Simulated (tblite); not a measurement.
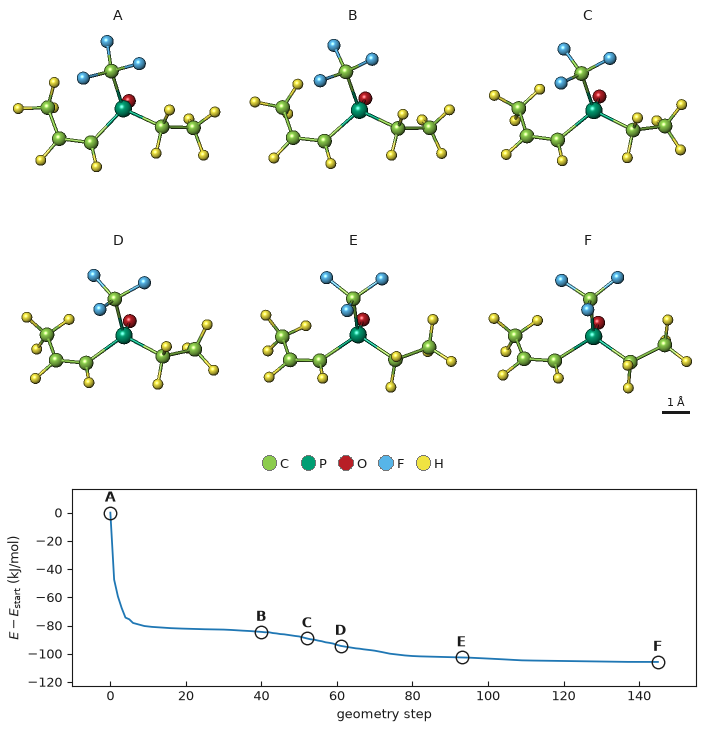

Frames of a relaxation of C6H10F3OP, marked on the history of the run. A ball-and-stick model, seen at a tilt.

Theory: GFN2-xTB geometry optimisation, gas phase in tblite 0.8.0. 

Question: What happens along the run?

Answer: The largest move after the best rigid fit is that of an F atom, 1.47 Å. Largest moves by element: F 1.47 Å, H 1.31 Å, C 0.46 Å, P 0.14 Å, O 0.13 Å. Among the contacts that change: C–P 1.811 → 1.898 Å, C–F 1.395 → 1.336 Å, C–H 1.132 → 1.090 Å, C–F 1.378 → 1.339 Å. Among the angles between lasting bonds that change: C–P–O 109.2° → 120.6°, C–P–C 110.8° → 100.1°, P–C–H 121.9° → 113.8°. Groups turn about C–C by about 55°, C–P by about 55°, C–P by about 50°. Over 145 geometry steps the energy falls by 105.8 kJ/mol. From step 0 to 40: an H atom moves most (0.44 Å), energy −84.5 kJ/mol. From step 40 to 52: an H atom moves most (0.56 Å), energy −4.60 kJ/mol. From step 52 to 61: an H atom moves most (0.43 Å), energy −5.32 kJ/mol. From step 61 to 93: an H atom moves most (0.52 Å), energy −8.16 kJ/mol. From step 93 to 145: an H atom moves most (0.51 Å), energy −3.22 kJ/mol.

```csv
step,"E − E(0), kJ/mol"
0,0.00
1,-47.50
2,-59.40
3,-67.63
4,-74.40
5,-75.59
6,-78.19
7,-78.92
8,-79.69
9,-80.36
10,-80.71
17,-82.00
24,-82.60
31,-83.00
38,-84.12
46,-86.24
53,-89.76
60,-93.76
67,-96.85
74,-99.97
81,-101.77
88,-102.31
95,-102.78
102,-103.71
109,-104.69
117,-105.05
124,-105.39
131,-105.61
138,-105.80
145,-105.83
```
